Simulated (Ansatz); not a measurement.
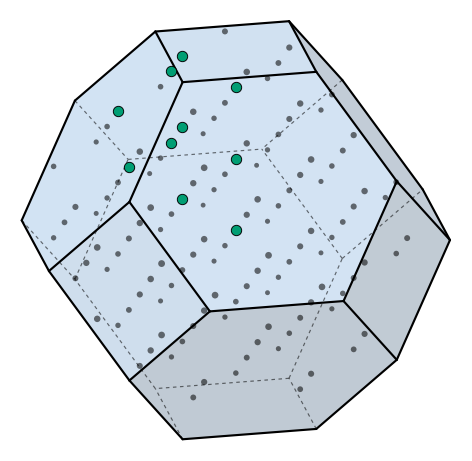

The Γ-centred 5×5×5 k-point mesh of a calculation on Hg2WCl6 (Ansatz, DFT, PAW plane waves, r2scan), folded into the first Brillouin zone of the 9-atom cell that was run; each point of the zone's surface is drawn once. One point of each star is marked in colour. Space group Fm-3m. The structure was generated and need not be a known form of this composition.

```xyz
9
Lattice="0.0000 4.8842 4.8842 4.8842 0.0000 4.8842 4.8842 4.8842 0.0000" Properties=species:S:1:pos:R:3 pbc="T T T"
W     0.0000    0.0000    0.0000
Hg    2.4421    2.4421    2.4421
Hg    7.3264    7.3264    7.3264
Cl    7.5100    4.8842    4.8842
Cl    4.8842    7.5100    4.8842
Cl    2.2585    4.8842    4.8842
Cl    4.8842    2.2585    4.8842
Cl    4.8842    4.8842    7.5100
Cl    4.8842    4.8842    2.2585
```

**To how many irreducible points do the crystal's point group and time reversal reduce the mesh (magnetic order left aside)?**

10 of 125.

**List one member of each star with its weight, in the reciprocal vectors of this cell.**

| k₁ | k₂ | k₃ | weight |
| --- | --- | --- | --- |
| 0 | 0 | 0 | 1 |
| 1/5 | 1/5 | 1/5 | 8 |
| 1/5 | 1/5 | 0 | 6 |
| 1/5 | 2/5 | 1/5 | 12 |
| 2/5 | 2/5 | 1/5 | 24 |
| 2/5 | 2/5 | 2/5 | 8 |
| 2/5 | 2/5 | 0 | 6 |
| 2/5 | 3/5 | 2/5 | 24 |
| 2/5 | 3/5 | 1/5 | 24 |
| 3/5 | 3/5 | 1/5 | 12 |

**How fine is the mesh?**

Spacing |bᵢ|/nᵢ = 0.223, 0.223, 0.223 1/Å (2π included).
